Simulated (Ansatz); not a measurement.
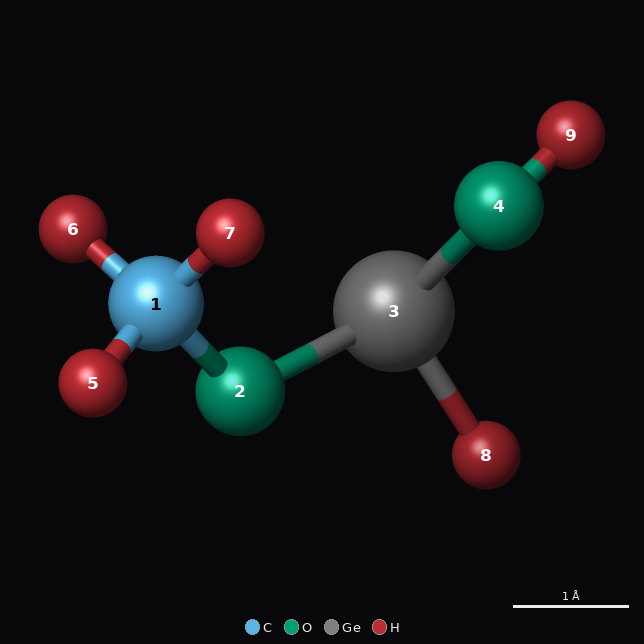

Charge 0, doublet. The computed structure is the end point of a PBE0-D4/def2-TZVP optimisation. No frequency run is at hand to confirm it as a minimum.

What is the geometry at O2?

O2 has 2 neighbours (C1 at 1.41, Ge3 at 1.77 Å); the arrangement is bent.

How are the neighbours of atom 3 arranged?

Ge3 has 3 neighbours (O2 at 1.77, O4 at 1.79, H8 at 1.56 Å); the arrangement is trigonal pyramidal.

Describe the coordination of atom 1.

C1 has 4 neighbours (O2 at 1.41, H5 at 1.09, H6 at 1.10, H7 at 1.09 Å); the arrangement is tetrahedral.

What is the geometry at O4?

O4 has 2 neighbours (Ge3 at 1.79, H9 at 0.96 Å); the arrangement is bent.

What is the dihedral angle C1–O2–Ge3–O4?

45° in size, that is gauche.
